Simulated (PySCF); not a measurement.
# C3H5F: the cost of one run

Computed with PySCF 2.14.0 and routines of our own; the level stands in each step. Atoms count from 0.

### 1 The starting structure

9 atoms, charge 1, multiplicity 2; geometry from: GFN2-xTB.

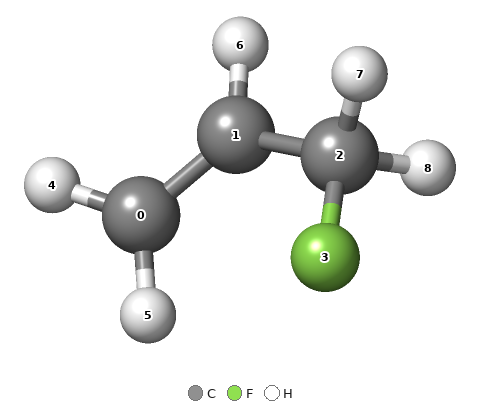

The starting geometry (carbon grey, fluorine green, hydrogen white).

### 2 Open-shell or spin-flip excitations: unrestricted TDA B3LYP/def2-SVPD

What the job is given:

```
{"job": {"kind": "uabs", "xc": "B3LYP", "basis": "def2-SVPD", "nstates": 10, "tda": true}, "charge": 1, "multiplicity": 2}
C      1.320655     0.001177    -0.474797
C      0.283908     0.379077     0.298113
C     -1.086417    -0.145637     0.209274
F     -1.298679    -0.938769    -0.851734
H      2.196008     0.626600    -0.616361
H      1.336264    -0.948870    -1.004513
H      0.417665     1.139521     1.067946
H     -1.870111     0.638008     0.218166
H     -1.285731    -0.745113     1.128726
```

Level: unrestricted TDA B3LYP/def2-SVPD, vertical, gas phase, core orbitals frozen in the response.

Run with:

```bash
OMP_NUM_THREADS=1 python excited_run.py task.json out
```

This one command runs all jobs of the session in turn.

**Question.** How long does this first job take on 1 thread of Arm Neoverse V2, shared host, and how much memory does it need?

About 12 s, with a peak of 0.52 GiB.
